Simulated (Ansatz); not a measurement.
The calculation's input:

```
crystal:
  periodic: [false, false, false]
  atoms:
    - {symbol: Si, position_ang: [-0.653611, 0.752944, -1.195469]}
    - {symbol: H, position_ang: [-0.711708, -1.619423, 1.783301]}
    - {symbol: Cl, position_ang: [-0.340030, -1.110643, -1.896352]}
    - {symbol: Cl, position_ang: [-2.351786, 0.847726, -0.110921]}
    - {symbol: H, position_ang: [-0.669766, 1.734997, -2.283999]}
    - {symbol: H, position_ang: [1.797448, 0.200531, 0.814773]}
    - {symbol: F, position_ang: [0.563988, 1.118654, -0.226871]}
    - {symbol: H, position_ang: [0.029534, -1.538328, 1.830025]}
    - {symbol: F, position_ang: [2.335832, -0.386459, 1.285512]}
basis:
  gaussian: {orbitals: def2-TZVPP}
hamiltonian: {xc: pbe0, dispersion: d4}
output: {orbitals: {seedname: orbitals}}
```

Run with:

```sh
ansatz run in.yaml --threads 8 --pin off --events-out ev --progress --plain --max-ram 19148MiB
```

The product side of a reaction path; geometry: PBE0-D4/def2-TZVP.

These are results of Ansatz 0.2.0, RKS PBE0-D4/def2-TZVPP, not measurements.

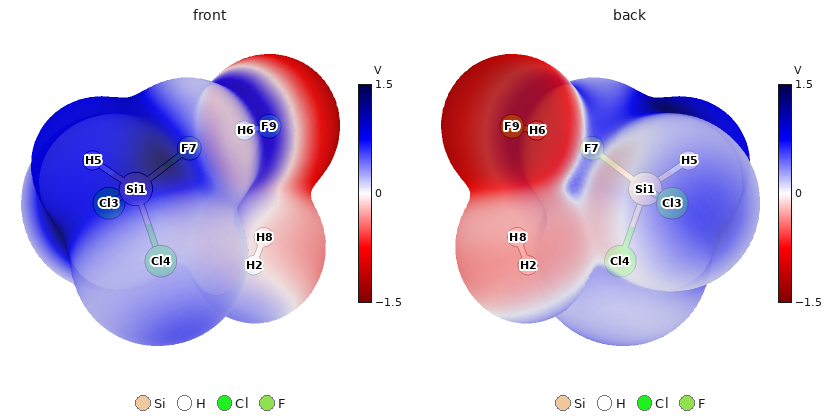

Cl2FHSi···H2···HF. The molecular electrostatic potential painted on the density surface at 0.001 e/bohr³, seen from the front and from behind; the colour scale runs from red (negative) to blue (positive).

Question: Describe the electrostatic potential map.

Answer: The most negative region (about −1.2 V) lies over F9, the most positive (about +1.4 V) over Si1. Cl3 shows a σ-hole: about +0.5 V at the tip opposite its bond, against about +0.1 V on its flanks.
